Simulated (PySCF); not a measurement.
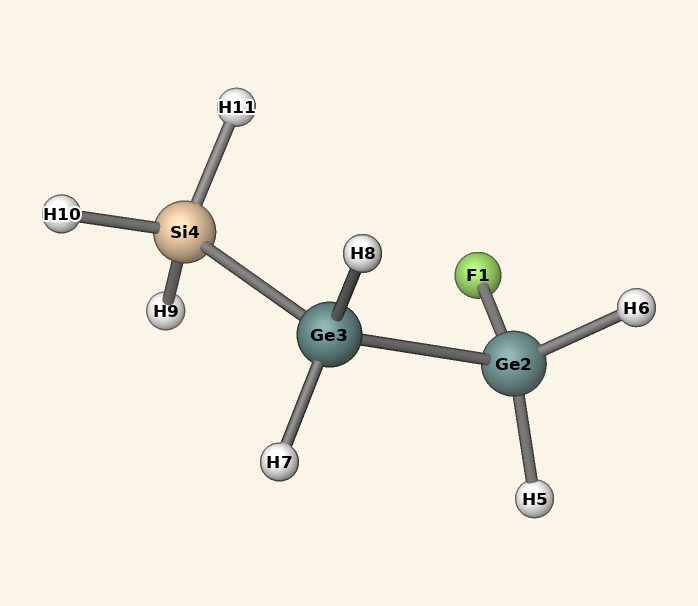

Computed geometry: PBE0-D3(BJ)/def2-SVP optimisation. No frequency run is at hand to confirm it as a minimum.

List the bonds and their lengths.

| bond | length (Å) |
| --- | --- |
| F1–Ge2 | 1.759 |
| Ge2–Ge3 | 2.424 |
| Ge2–H5 | 1.540 |
| Ge2–H6 | 1.540 |
| Ge3–Si4 | 2.382 |
| Ge3–H7 | 1.540 |
| Ge3–H8 | 1.540 |
| Si4–H9 | 1.492 |
| Si4–H10 | 1.495 |
| Si4–H11 | 1.491 |
